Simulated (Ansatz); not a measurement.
Run report: CH6NPSi, single-point calculation

The run: single-point calculation of CH6NPSi, SMILES P[SiH]1CN1. Method and program: RHF-CCSD(T), frozen core/def2-TZVPP (Ansatz 0.2.0).

The geometry comes from this level: PBE0-D4/def2-TZVP.

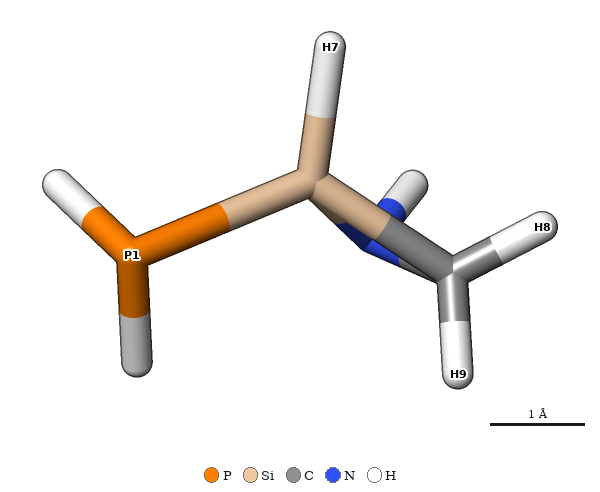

The structure (stick view, seen at a tilt; atoms are numbered from 1 in the order of the input).

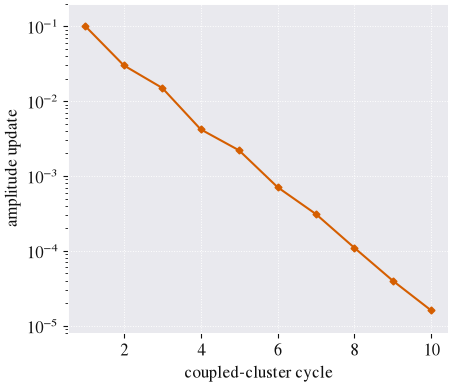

Convergence of the coupled-cluster equations: amplitude update against the coupled-cluster cycle. The residual falls at every step.

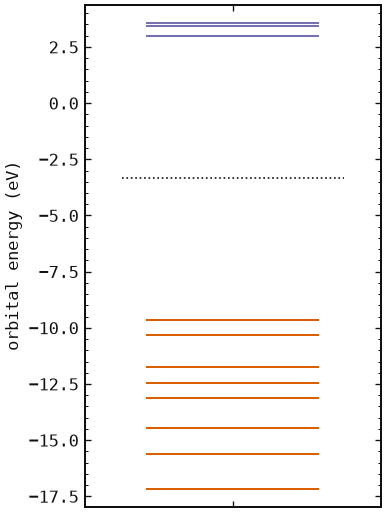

Orbital energies near the frontier; the dotted line parts filled from empty levels, and levels within 0.02 eV of each other stand side by side. Highest filled −9.64 eV, lowest empty 2.97 eV, 12.61 eV apart.

The input and output of the run follow.

## Input
```yaml
crystal:
  periodic: [false, false, false]
  atoms:
    - {symbol: P, position_ang: [-2.126542, 0.935780, -0.067871]}
    - {symbol: Si, position_ang: [0.034490, 0.548288, 0.352959]}
    - {symbol: C, position_ang: [0.777034, -1.104606, 0.610182]}
    - {symbol: N, position_ang: [0.967702, -0.433660, -0.713462]}
    - {symbol: H, position_ang: [-2.191647, -0.136113, -0.996217]}
    - {symbol: H, position_ang: [-1.838443, 1.906540, -1.066210]}
    - {symbol: H, position_ang: [0.677520, 1.690645, 1.049027]}
    - {symbol: H, position_ang: [1.645756, -1.171611, 1.264411]}
    - {symbol: H, position_ang: [0.215291, -2.034008, 0.558353]}
    - {symbol: H, position_ang: [1.921940, -0.252353, -0.988071]}
basis:
  gaussian: {orbitals: def2-TZVPP}
correlation: {method: ccsd_t}
output: {orbitals: {seedname: orbitals}}
```

Launch command:
```bash
ansatz run in.yaml --threads 2 --pin off --events-out ev --progress --plain --max-ram 4352MiB
```

## Log
```
Functional definition: HF
  name "HF"
  cite "Fock, Z. Phys. 61, 126 (1930) doi:10.1007/BF01340294"
  parent pbe
  exchange = exact_x
  correlation = 0
1329 factors; integrals over basis functions are off by at most 1.0e-3 eV
mean field evaluation 1: about -19737.7820 eV, gradient 3.8e1 eV
mean field evaluation 2: about -19738.1245 eV, gradient 3.8e1 eV
mean field evaluation 4: about -19741.8634 eV, gradient 4.2e0 eV
mean field evaluation 8: about -19741.9498 eV, gradient 3.6e-1 eV
mean field evaluation 16: about -19741.9506 eV, gradient 1.8e-6 eV
mean field -19741.95062200 eV, -725.5033037836 hartree, gradient 1.8e-6 eV, S^2 0.000000; 0 other end points of the search recorded, 0 dependent functions left out
12 core orbitals not correlated: weight in the atoms' cores, before any rotation towards them, 1.000 or more for the frozen orbitals, at most 0.000 for the correlated occupied ones
reference -19741.95062200 eV, -725.5033037836 hartree; 12, 12 occupied and 206, 206 virtual orbitals, 1329 factors
second order -17.86845564 eV of doubles, -0.00000000 eV of singles
cycle   1  -18.52339068 eV  change   -6.5e-1 eV  update   1.0e-1
cycle   2  -19.04121953 eV  change   -5.2e-1 eV  update   3.0e-2
cycle   3  -19.13402559 eV  change   -9.3e-2 eV  update   1.5e-2
cycle   4  -19.12524016 eV  change    8.8e-3 eV  update   4.2e-3
cycle   5  -19.12468879 eV  change    5.5e-4 eV  update   2.2e-3
cycle   6  -19.12457030 eV  change    1.2e-4 eV  update   7.1e-4
cycle   7  -19.12426238 eV  change    3.1e-4 eV  update   3.1e-4
cycle   8  -19.12434655 eV  change   -8.4e-5 eV  update   1.1e-4
cycle   9  -19.12437959 eV  change   -3.3e-5 eV  update   4.0e-5
cycle  10  -19.12436405 eV  change    1.6e-5 eV  update   1.6e-5
perturbative correction -0.85405443 eV, -0.0313859214 hartree
Total energy: -19761.92904048 eV, -726.2374971210 hartree
```

## Key numbers

| quantity | value |
| --- | --- |
| outcome | converged |
| total energy | −19761.9290 eV |
| mean-field energy | −19741.9506 eV |
| CCSD correlation | −19.1244 eV |
| (T) correction | −0.8541 eV |
| T1 diagnostic | 0.014 |
| SCF solution under orbital rotations | stable |
| HOMO | −9.64 eV |
| LUMO | 2.97 eV |
| hardware | 2 threads of Arm Neoverse V1, 23 GiB of memory available, shared host |
| wall time | 2 min (CPU time 3.9 min) |
| peak memory | 3.7 GiB |
